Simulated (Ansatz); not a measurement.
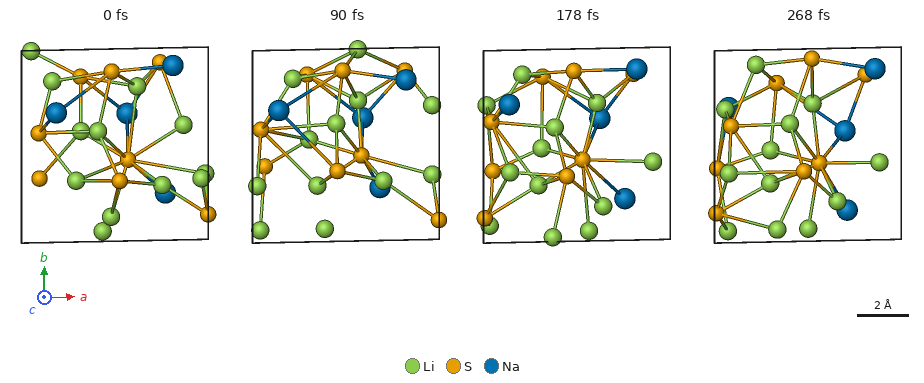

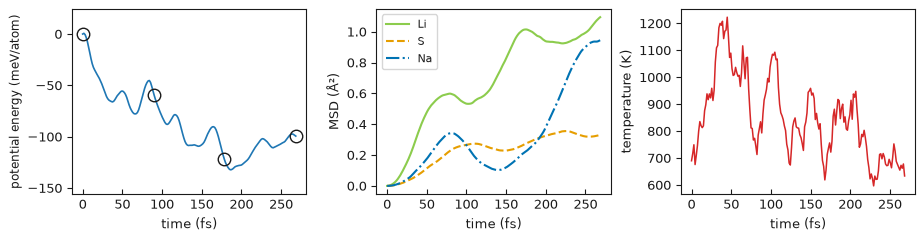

First-principles dynamics of an amorphous cell of composition NaLi₃S₂ (24 atoms in the cell), 268 fs long. It starts from the last geometry of an earlier run, with fresh velocities. Frames and the history of the run. The picture is a ball-and-stick view of the simulation cell, seen along the c axis. Atoms that leave the cell re-enter on the other side. Bonds to atoms that aren't drawn are left out.

All numbers below come from Ansatz, DFT PBE+D3(BJ), scalar-relativistic, plane waves, PAW. Settings: plane-wave cutoff 420 eV; k-point mesh 1 × 1 × 1; Fermi-Dirac smearing 0.062 eV; set temperature 720 K; time step 1.5 fs.

> Describe the run.

In the second half of the run the atoms are, in the root-mean-square, this far from where they began (common drift taken out): Li 0.97 Å, Na 0.69 Å, S 0.55 Å. Against the typical shortest distance between atoms in the first frame, about 2.2 Å these are large excursions, but over 268 fs one can't yet tell strong vibration from the start of diffusion. The mean temperature in the second half is 770 K (standard deviation 100 K). The potential energy in the second half lies on average 110 meV per atom below the first frame. The mean pressure there is −0.1 GPa.

Limits of the set-up: the periodic images lie only 7.4 Å apart, so the values are limited by the cell's size.

Cost: 7.4 min on 2 threads of Arm Neoverse N1, with other jobs on the host, peak memory 0.52 GiB.
